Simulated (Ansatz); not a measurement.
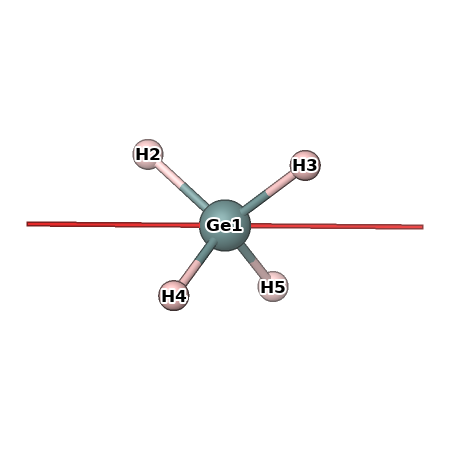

A line through the centre of mass is drawn in. Distant atoms are faded towards the background colour. Computed geometry: PBE0-D4/def2-TZVP optimisation.

Is the line a proper rotation axis of the structure, and of what order?

Answer. Yes, a C2 axis. A turn by 180° leaves Ge1 in place and moves H2 ↔ H4; H3 ↔ H5. The point group is Td.
